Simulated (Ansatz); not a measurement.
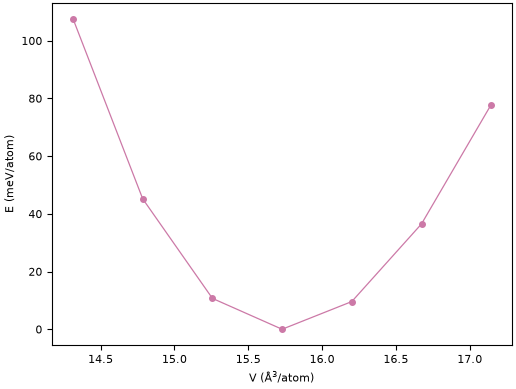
Figure: NbRh in space group Pmma (No. 51; Nb on 2e, Rh on 2f) under volume change, r²SCAN in the plane-wave PAW code Ansatz, shape and atoms relaxed at each volume.

Task: What does a third-order Birch–Murnaghan fit give for V₀, B₀ and B′?

Result: V₀ = 15.73 Å³/atom, B₀ = 228 GPa, B′ = 4.4.

The workflow started from an entry of the Crystallography Open Database (COD), which files this formula under 2 space groups. Whether it is the stable phase at ambient conditions was not checked. The cell was relaxed with r²SCAN under the symmetry of its start; its stability against distortions is not shown here. No spin polarisation was allowed.

Potentials: the later of the program's two PAW sets.
